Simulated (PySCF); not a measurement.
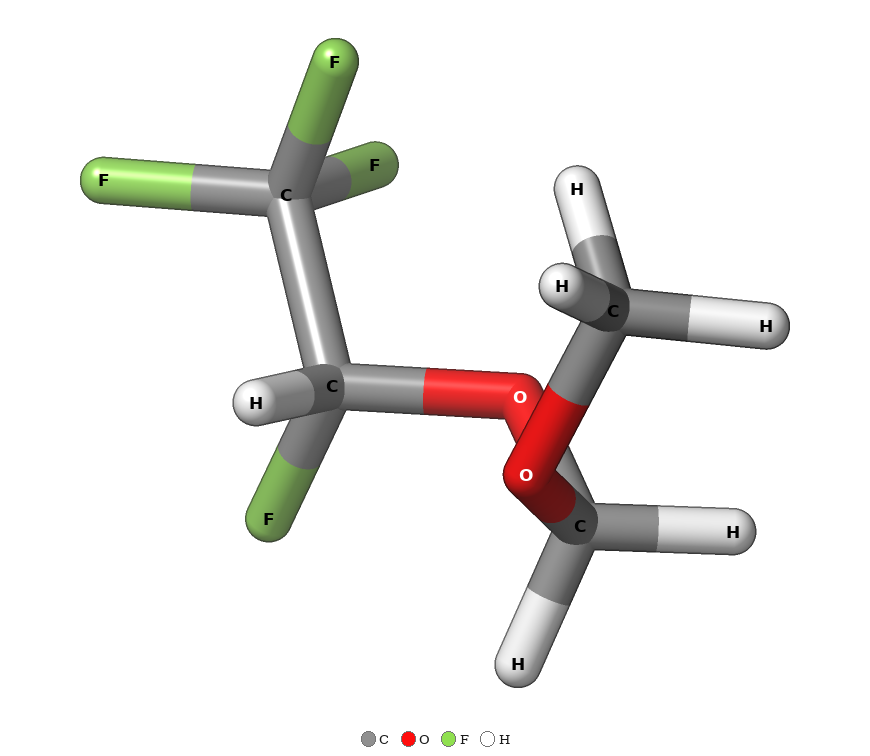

The computed structure is the end point of a PBE0-D3(BJ)/def2-SVP optimisation. No frequency run is at hand to confirm it as a minimum. Program: PySCF 2.14.0.

Tabulate HOMO energy (eV) at these levels: B3LYP/pcJ-1; CAM-B3LYP/def2-SVPD; PBE0/pcSseg-1; WP04/pcSseg-1.

```
              level  HOMO energy (eV)
        B3LYP/pcJ-1             −8.33
CAM-B3LYP/def2-SVPD            −10.19
      PBE0/pcSseg-1             −8.59
      WP04/pcSseg-1             −9.78
```
